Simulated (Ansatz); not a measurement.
Run report: C$_{2}$H$_{7}$NS, nudged elastic band (part 2 of 2)

C$_{2}$H$_{7}$NS; RKS CAM-B3LYP-D4/def2-SVP (Ansatz 0.2.0). It belongs to a series of runs on one base structure; here: band between the two ends.

Geometry of the input (Å):
```
C  -0.5948  1.4638  0.1124
N  -0.4630  0.0897  0.5369
C  0.5714  -0.6433  -0.1361
S  0.7340  -2.2731  0.6778
H  -1.4208  1.9439  0.6567
H  -0.7822  1.5931  -0.9754
H  0.3238  2.0227  0.3539
H  -1.3471  -0.4098  0.4718
H  1.5154  -0.0835  -0.0419
H  0.3954  -0.8065  -1.2200
H  1.1334  -2.9542  -0.4155
```

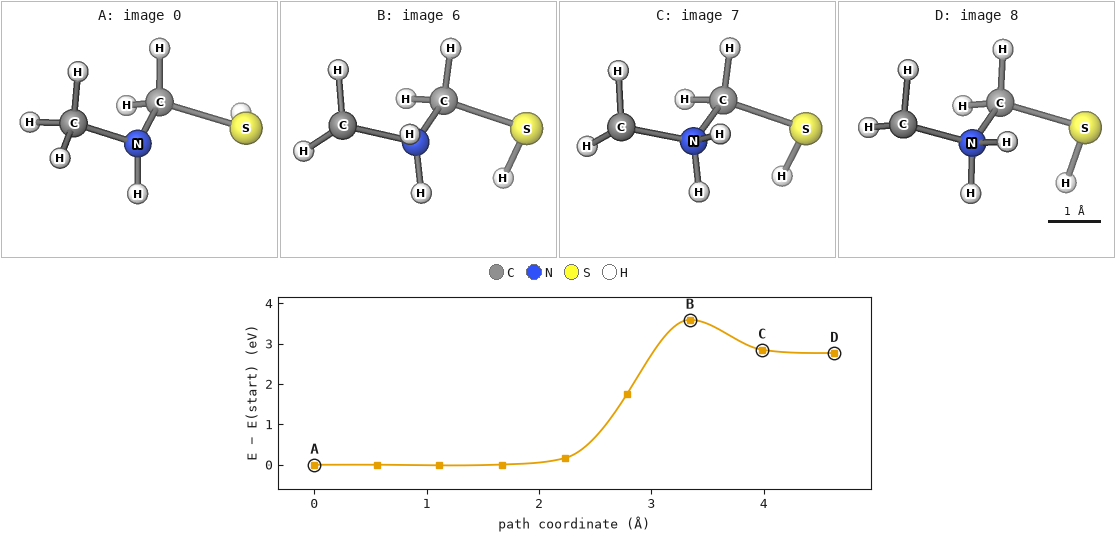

Images of the last band (counted from 0; ball-and-stick, seen at a tilt) above the energy along the path; the line is a cubic interpolation that uses the forces. The highest image is number 6, 3.592 eV above the start and 0.823 eV above the end (the climbing image); the end lies 2.768 eV above the start. The path is 4.63 Å long. The band converged in 16 iterations.

```
Total energy: -14501.74629309 eV, -532.9293466342 hartree
Atom 0 at    -0.750481     1.603100    -0.148950 Å, force     0.002277     0.031605     0.005125 eV/Å
Atom 1 at    -0.487287     0.153578     0.376185 Å, force    -0.008929    -0.032425     0.005020 eV/Å
Atom 2 at     0.760348    -0.516166     0.033992 Å, force    -0.005214    -0.002126    -0.000294 eV/Å
Atom 3 at     0.890271    -2.223875     0.633496 Å, force     0.006873    -0.002912     0.007378 eV/Å
Atom 4 at    -0.771201     0.941339     1.131002 Å, force     0.002553     0.010666    -0.008639 eV/Å
Atom 5 at    -1.183430     1.567573    -1.160123 Å, force    -0.003145    -0.003127     0.005169 eV/Å
Atom 6 at     0.243666     2.070970    -0.169750 Å, force    -0.001726    -0.005645    -0.002904 eV/Å
Atom 7 at    -1.312873    -0.428414     0.253325 Å, force     0.003330    -0.000568    -0.007547 eV/Å
Atom 8 at     1.587541     0.037642     0.497043 Å, force     0.002072    -0.001667    -0.001102 eV/Å
Atom 9 at     0.900951    -0.467853    -1.058594 Å, force     0.001696    -0.000552    -0.000465 eV/Å
Atom 10 at     0.187996    -2.794993    -0.366926 Å, force     0.000214     0.006751    -0.001741 eV/Å
Dipole moment:     0.133998    -0.558407    -0.171530 e Å
this run last wrote the band of iteration 16 to [file]
```

The last band as extended XYZ (Å, eV, eV/Å)
```
11
Properties=species:S:1:pos:R:3:forces:R:3 image=0 energy=-14505.33777
C    -0.5948    1.4638    0.1124    0.0017   0.0060  -0.0013
N    -0.4630    0.0897    0.5369   -0.0094   0.0066  -0.0035
C     0.5714   -0.6433   -0.1361    0.0005   0.0068  -0.0057
S     0.7340   -2.2731    0.6778    0.0057  -0.0067   0.0014
H    -1.4208    1.9439    0.6567   -0.0008  -0.0002  -0.0010
H    -0.7822    1.5931   -0.9754    0.0015  -0.0022   0.0003
H     0.3238    2.0227    0.3539    0.0000  -0.0050   0.0007
H    -1.3471   -0.4098    0.4718    0.0037  -0.0048   0.0034
H     1.5154   -0.0835   -0.0419    0.0004  -0.0047   0.0015
H     0.3954   -0.8065   -1.2200   -0.0001  -0.0005   0.0052
H     1.1334   -2.9542   -0.4155   -0.0032   0.0047  -0.0010
11
Properties=species:S:1:pos:R:3:forces:R:3 image=1 energy=-14505.33651
C    -0.6203    1.4378    0.0889   -0.0003  -0.0007  -0.0007
N    -0.4221    0.0864    0.5567    0.0011  -0.0001   0.0004
C     0.6606   -0.6031   -0.0882    0.0023   0.0006   0.0010
S     0.8990   -2.2610    0.6438    0.0041   0.0007  -0.0008
H    -1.4744    1.8930    0.6109   -0.0016  -0.0011  -0.0009
H    -0.8012    1.5259   -1.0046   -0.0005  -0.0017  -0.0007
H     0.2674    2.0488    0.3207   -0.0014   0.0006  -0.0009
H    -1.2753   -0.4646    0.5006    0.0017  -0.0013   0.0007
H     1.5848   -0.0232    0.0629    0.0015   0.0015   0.0022
H     0.5437   -0.7302   -1.1845    0.0034   0.0019   0.0010
H     0.7032   -2.9670   -0.4866   -0.0103  -0.0003  -0.0014
11
Properties=species:S:1:pos:R:3:forces:R:3 image=2 energy=-14505.35267
C    -0.6265    1.4071    0.0937   -0.0025  -0.0023  -0.0012
N    -0.3895    0.0539    0.5406    0.0012  -0.0024  -0.0022
C     0.7271   -0.5785   -0.1086    0.0040   0.0014   0.0012
S     1.0846   -2.2447    0.5289    0.0066   0.0004  -0.0045
H    -1.5335    1.8053    0.5707    0.0041  -0.0017   0.0047
H    -0.7428    1.5160   -1.0068   -0.0112  -0.0022   0.0012
H     0.2127    2.0553    0.3963   -0.0007  -0.0019  -0.0098
H    -1.2247   -0.5199    0.4546    0.0030  -0.0036  -0.0043
H     1.6338    0.0155    0.0884    0.0039   0.0001   0.0098
H     0.6366   -0.6480   -1.2125    0.0118   0.0073   0.0010
H     0.2878   -2.9191   -0.3247   -0.0203   0.0049   0.0042
11
Properties=species:S:1:pos:R:3:forces:R:3 image=3 energy=-14505.33212
C    -0.6572    1.3926    0.0685    0.0021   0.0020   0.0039
N    -0.3990    0.0396    0.5030    0.0063   0.0013   0.0333
C     0.7763   -0.5658   -0.0639   -0.0045  -0.0040  -0.0039
S     1.0328   -2.2732    0.5048    0.0128   0.0012  -0.0124
H    -1.3995    1.8637    0.7302   -0.0430   0.0159  -0.0395
H    -1.0183    1.4908   -0.9776    0.0489  -0.0176  -0.0170
H     0.2666    1.9871    0.1456    0.0007   0.0041   0.0452
H    -1.2115   -0.5581    0.3751    0.0051   0.0027   0.0263
H     1.6647   -0.0123    0.2815    0.0055  -0.0016  -0.0251
H     0.8186   -0.5640   -1.1727   -0.0339   0.0010  -0.0052
H     0.1920   -2.8574   -0.3737    0.0000  -0.0051  -0.0056
11
Properties=species:S:1:pos:R:3:forces:R:3 image=4 energy=-14505.17487
C    -0.6735    1.4011    0.0373    0.0400  -0.1178   0.1502
N    -0.4285    0.0196    0.3573   -0.0062  -0.0614   0.0591
C     0.8040   -0.5686   -0.0452    0.0387  -0.0457  -0.0487
S     0.9706   -2.2670    0.5767    0.1014  -0.0528  -0.0805
H    -1.1942    1.7804    0.9210   -0.4065   0.7919  -0.2191
H    -1.2443    1.5801   -0.9014   -0.0229  -0.0080   0.2237
H     0.2667    1.9661   -0.0688    0.0401  -0.1349   0.1403
H    -1.2455   -0.5629    0.2174    0.0888  -0.1563  -0.0677
H     1.6291   -0.0069    0.4254    0.0553  -0.0596  -0.0835
H     0.9939   -0.5643   -1.1370    0.0722  -0.0998  -0.0631
H     0.1870   -2.8347   -0.3621   -0.0008  -0.0555  -0.0106
11
Properties=species:S:1:pos:R:3:forces:R:3 image=5 energy=-14503.57907
C    -0.6889    1.4613   -0.0450    0.5503  -1.1342   0.8957
N    -0.4381    0.0519    0.3205    0.3836  -0.8517  -0.4585
C     0.7873   -0.5458   -0.0124    0.2148  -0.2609  -0.3754
S     0.9142   -2.2369    0.6219    0.1623  -0.1225  -0.1205
H    -0.9806    1.3531    1.0359   -1.7124   3.3718  -0.7880
H    -1.2278    1.5863   -1.0264   -0.3359   0.1852   1.1057
H     0.2439    2.0418   -0.1378    0.0213  -0.2349   0.2819
H    -1.2927   -0.4817    0.2444    0.1583  -0.4295  -0.1007
H     1.5968    0.0238    0.4806    0.0742  -0.1433  -0.1186
H     0.9619   -0.5063   -1.0985    0.5026  -0.3091  -0.3216
H     0.1895   -2.8046   -0.3624   -0.0190  -0.0709   0.0000
11
Properties=species:S:1:pos:R:3:forces:R:3 image=6 energy=-14501.74618
C    -0.7505    1.6031   -0.1489    0.0023   0.0316   0.0051
N    -0.4873    0.1536    0.3762   -0.0089  -0.0324   0.0050
C     0.7603   -0.5162    0.0340   -0.0052  -0.0021  -0.0003
S     0.8903   -2.2239    0.6335    0.0069  -0.0029   0.0074
H    -0.7712    0.9413    1.1310    0.0026   0.0107  -0.0086
H    -1.1834    1.5676   -1.1601   -0.0031  -0.0031   0.0052
H     0.2437    2.0710   -0.1698   -0.0017  -0.0056  -0.0029
H    -1.3129   -0.4284    0.2533    0.0033  -0.0006  -0.0075
H     1.5875    0.0376    0.4970    0.0021  -0.0017  -0.0011
H     0.9010   -0.4679   -1.0586    0.0017  -0.0006  -0.0005
H     0.1880   -2.7950   -0.3669    0.0002   0.0068  -0.0017
11
Properties=species:S:1:pos:R:3:forces:R:3 image=7 energy=-14502.48636
C    -0.7998    1.6360   -0.2284   -0.0476   0.0455  -0.0972
N    -0.5230    0.2797    0.3878   -0.0380   0.1195   0.0099
C     0.7270   -0.4661    0.0249   -0.0396   0.0491   0.0018
S     0.8527   -2.1683    0.6550   -0.0536   0.0570   0.0389
H    -0.5454    0.5079    1.3811    0.2156  -0.4442   0.2406
H    -1.0572    1.4525   -1.2841    0.1554  -0.1182  -0.1444
H     0.1814    2.1452   -0.1895   -0.0560   0.0740  -0.0148
H    -1.3277   -0.3379    0.2464   -0.0227   0.1003  -0.0327
H     1.5720    0.0937    0.4443   -0.0236   0.0493  -0.0253
H     0.8109   -0.4361   -1.0683   -0.0741   0.0327   0.0061
H     0.1746   -2.7637   -0.3486   -0.0159   0.0350   0.0171
11
Properties=species:S:1:pos:R:3:forces:R:3 image=8 energy=-14502.56932
C    -0.8062    1.6385   -0.1910    0.0033   0.0012  -0.0011
N    -0.5346    0.2552    0.3527    0.0046   0.0005  -0.0081
C     0.7038   -0.4571   -0.0778   -0.0065  -0.0026   0.0114
S     0.9575   -2.0813    0.6982    0.0087   0.0068   0.0036
H    -0.5358    0.3028    1.3762    0.0013   0.0002   0.0011
H    -0.8012    1.5042   -1.2897   -0.0013   0.0019   0.0018
H     0.0995    2.2173    0.0726   -0.0019  -0.0006  -0.0007
H    -1.3445   -0.3304    0.1302    0.0005  -0.0005   0.0006
H     1.5499    0.1804    0.2068   -0.0030  -0.0016   0.0002
H     0.6778   -0.5204   -1.1720   -0.0006   0.0002  -0.0030
H     0.0993   -2.7662   -0.0855   -0.0051  -0.0055  -0.0058
```

Results in brief

| quantity | value |
| --- | --- |
| outcome | converged |
| barrier, forward | 3.592 eV |
| barrier, backward | 0.823 eV |
| wall time | 3.2 min (CPU time 6.1 min) |
| peak memory | 0.25 GiB |

Remarks

The order of the saddle point was not checked.
